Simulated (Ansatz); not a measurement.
GeH₄O₄

The calculation's input:

```
crystal:
  periodic: [false, false, false]
  atoms:
    - {symbol: Ge, position_ang: [0.000137, 0.000028, 0.000197]}
    - {symbol: O, position_ang: [0.029672, 0.097666, 1.777311]}
    - {symbol: H, position_ang: [-0.799936, 0.501540, 2.095776]}
    - {symbol: O, position_ang: [1.704591, -0.062266, -0.509290]}
    - {symbol: H, position_ang: [2.252629, 0.442772, 0.121062]}
    - {symbol: O, position_ang: [-0.960715, 1.395713, -0.545216]}
    - {symbol: H, position_ang: [-1.330467, 1.211572, -1.429630]}
    - {symbol: O, position_ang: [-0.773276, -1.431188, -0.722287]}
    - {symbol: H, position_ang: [-0.122624, -2.155837, -0.787933]}
basis:
  gaussian: {orbitals: def2-TZVP, initial_orbitals: start.molden}
hamiltonian: {xc: pbe0, dispersion: d4}
scf: {omitted_lower_state_checks: [starts]}
output: {orbitals: {seedname: orbitals}}
```

Command:

```sh
ansatz run in.yaml --threads 4 --pin off --events-out ev --progress --plain --max-ram 3916MiB
```

Geometry: PBE-D4/def2-SVP.

Method: RKS PBE0-D4/def2-TZVP in Ansatz 0.2.0.

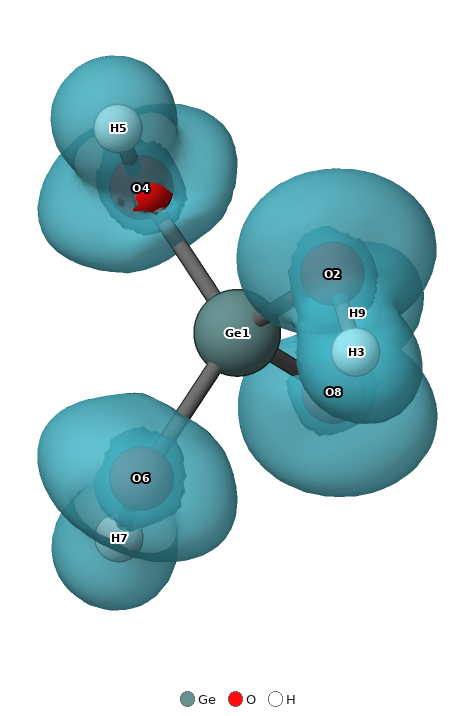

Figure 1. Isosurface of the electron localisation function at 0.75 (cyan), seen at an oblique angle. Core shells and regions of very low density are left out.

What do the ELF domains correspond to?

The ELF exceeds this value in four joined regions spread over several atoms (H, O), in which their bonds and any lone pairs are merged. Profiles from the grid: Ge–O (1.78 Å): the ELF peaks at about 0.85 in the valence shell of O, 0.6 Å from its nucleus, and is about 0.40 at the midpoint. O–H (0.98 Å): the ELF climbs to about 1 towards the hydrogen, as it does in any bond to H; a covalent bond by its length.

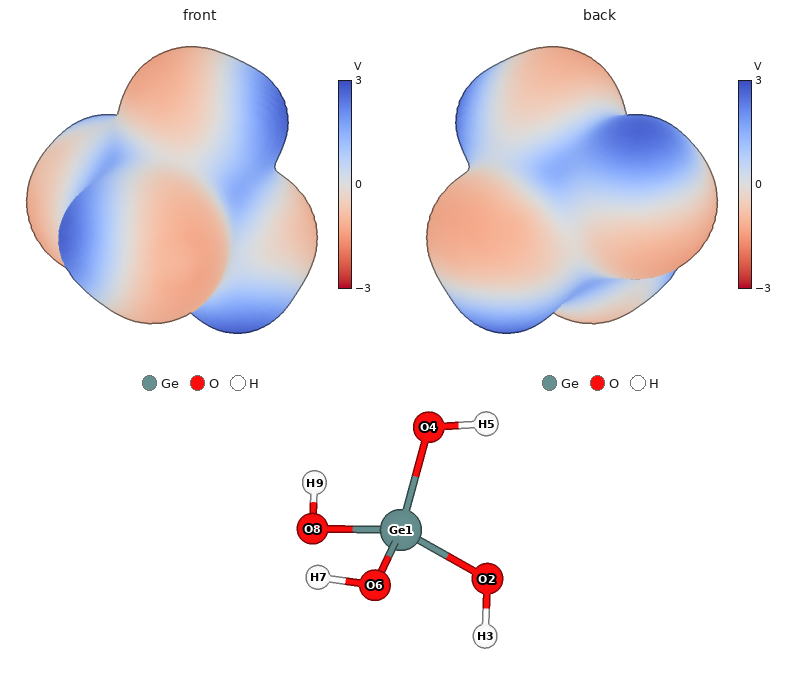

Figure 2. The molecular electrostatic potential painted on the density surface at 0.002 e/bohr³, seen from the front and from behind; red is negative and blue positive. The bare structure is drawn below in the same view.

Describe the electrostatic potential map.

The most negative region (about −1.2 V) lies over O2, O4, O6 and O8, the most positive (about +2.6 V) over H3, H5, H7 and H9.

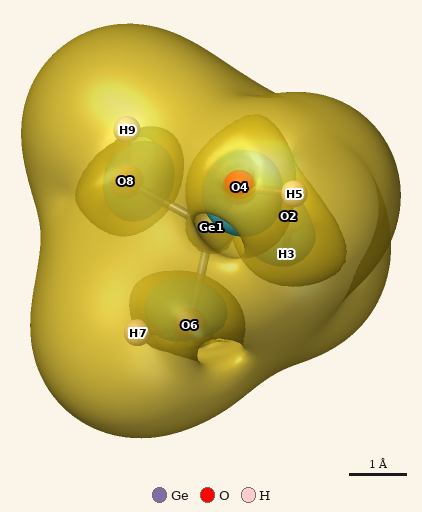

Figure 3. The LUMO at ±0.04 Å⁻³ᐟ² (yellow and cyan are the two phases), seen at a tilt.

Where does this orbital lie, and at what energy?

By Hirshfeld shares it lies mainly on Ge1 (about 30 %), O2 (about 10 %), O4 (about 10 %), O6 (about 10 %), O8 (about 10 %), H3 (about 10 %), H5 (about 10 %), H7 (about 10 %) and H9 (about 10 %). Its energy is −0.51 eV.

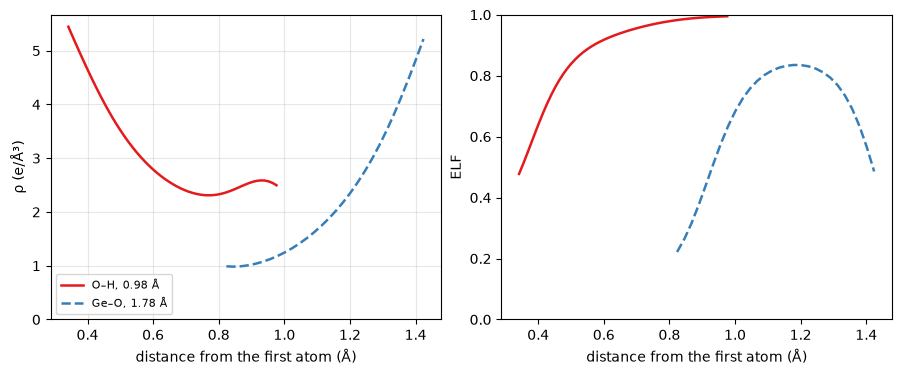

Figure 4. Total electron density and electron localisation function along straight lines between neighbouring atoms. The curves leave out the atomic cores.

Compare the contacts.

O–H (0.98 Å): ρ at the midpoint is about 3.6 e/Å³; the ELF climbs to about 1 towards the hydrogen (a covalent bond by its length).
Ge–O (1.78 Å): ρ is about 1 e/Å³ halfway; the ELF peaks at about 0.85 in the valence shell of O, 0.6 Å from its nucleus, and is about 0.40 at the midpoint.
